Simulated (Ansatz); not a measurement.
# AlH2Br (SMILES [AlH2][Br]): revPBE/STO-3G

Aim: the energy change on altering one bond length of AlH2Br at revPBE/STO-3G, from 2 runs. 

The calculation is run with Ansatz 0.2.0.

58 further runs of the same task are left out: 7 that didn't finish, 51 set aside as unsound or not needed.

## 1. Starting point

The species is AlH2Br (4 atoms), meant as a singlet with charge 0. As SMILES, `[AlH2][Br]`. The coordinates come from a PBE0-D4/def2-TZVP relaxation.

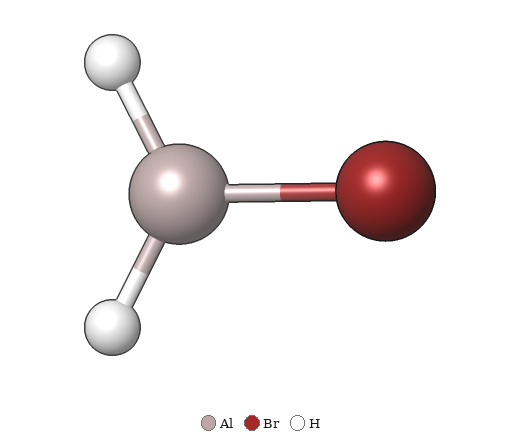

The structure, seen from a chosen angle (aluminium light grey, bromine red, hydrogen white).

## 2. A single-point energy at revPBE/STO-3G

input.yaml reads:

```yaml
crystal:
  periodic: [false, false, false]
  atoms:
    - {symbol: Al, position_ang: [-0.148300, -0.064700, -0.110300]}
    - {symbol: Br, position_ang: [1.684900, 0.496600, 1.079700]}
    - {symbol: H, position_ang: [-0.561600, -1.584800, -0.139200]}
    - {symbol: H, position_ang: [-0.919700, 1.092700, -0.850400]}
basis:
  gaussian: {orbitals: STO-3G}
accuracy: high
hamiltonian: {xc: {name: revPBE}}
```

The run is started by

```console
$ ansatz run input.yaml --threads 1 --pin off --max-ram 2610MiB --events-out events.jsonl --progress --plain --runs-dir runs
```

Log:

```text
Warning: RAYON_NUM_THREADS=1 ignored (pool sized by the plan → 1); use --threads N
Functional definition: revPBE
  name "revPBE"
  parameter kappa = 1.245
  parameter beta = 0.06672455060314922
  exchange = pbe_x(kappa = kappa, mu = beta*pi^2/3)
  correlation = pbe_c(beta = beta)
413 factors; integrals over basis functions are off by at most 1.5e-8 eV
mean field evaluation 1: about -75821.1764 eV, gradient 2.5e1 eV
mean field evaluation 2: about -75819.4503 eV, gradient 3.2e1 eV
mean field evaluation 4: about -75823.5760 eV, gradient 8.0e-1 eV
mean field evaluation 8: about -75823.5388 eV, gradient 8.2e-4 eV
mean field -75823.53876582 eV, -2786.4636546034 hartree, gradient 1.3e-8 eV, S^2 0.000000; 0 other end points of the search recorded, 0 dependent functions left out
reference -75823.53876791 eV, -2786.4636546801 hartree; 25, 25 occupied and 4, 4 virtual orbitals, 413 factors
Total energy: -75823.53876791 eV, -2786.4636546801 hartree
```

Wall time 1.4 s (1 thread of Arm Neoverse V1, shared host); peak memory 0.098 GiB.

## 3. The distorted shape at the same level

input.yaml reads:

```yaml
crystal:
  periodic: [false, false, false]
  atoms:
    - {symbol: Al, position_ang: [-0.606582, -0.205020, -0.407789]}
    - {symbol: Br, position_ang: [1.684900, 0.496600, 1.079700]}
    - {symbol: H, position_ang: [-1.019882, -1.725120, -0.436689]}
    - {symbol: H, position_ang: [-1.377982, 0.952380, -1.147889]}
basis:
  gaussian: {orbitals: STO-3G}
magnetization: {spin_polarized: false, initial_magnetization: 0}
hamiltonian: {xc: {name: revPBE}}
accuracy: high
```

The run is started by

```console
$ ansatz run input.yaml --threads 1 --pin off --max-ram 2610MiB --events-out events.jsonl --progress --plain --runs-dir runs
```

Log, cut to the lines that bear on the results:

```text
Warning: RAYON_NUM_THREADS=1 ignored (pool sized by the plan → 1); use --threads N
[... 6 set-up lines as earlier in the session ...]
393 factors; integrals over basis functions are off by at most 1.2e-8 eV
mean field evaluation 1: about -75818.2048 eV, gradient 2.6e1 eV
mean field evaluation 2: about -75759.6850 eV, gradient 9.0e1 eV
mean field evaluation 4: about -75821.6879 eV, gradient 2.5e0 eV
mean field evaluation 8: about -75821.6826 eV, gradient 1.2e-1 eV
mean field evaluation 16: about -75821.6827 eV, gradient 1.3e-6 eV
mean field -75821.68269460 eV, -2786.3954452440 hartree, gradient 5.3e-8 eV, S^2 0.000000; 0 other end points of the search recorded, 0 dependent functions left out
reference -75821.68269682 eV, -2786.3954453257 hartree; 25, 25 occupied and 4, 4 virtual orbitals, 393 factors
Total energy: -75821.68269682 eV, -2786.3954453257 hartree
```

Wall time 1.3 s (1 thread of Arm Neoverse V1, shared host); peak memory 0.098 GiB.

## 4. What came out

Level: revPBE/STO-3G.

```
                                                           quantity           value
                                          first shape: total energy  -2786.46365 Eh
                                      distorted shape: total energy  -2786.39545 Eh
energy change with the Al1–Br2 bond stretched from 2.256 to 2.821 Å        1.856 eV
```

**Reading.** With the Al1–Br2 bond stretched from 2.256 to 2.821 Å the energy rises by 1.86 eV (43 kcal/mol). The first shape isn't relaxed at this level, so the change isn't measured from a minimum. The minimal basis adds a large error of its own.
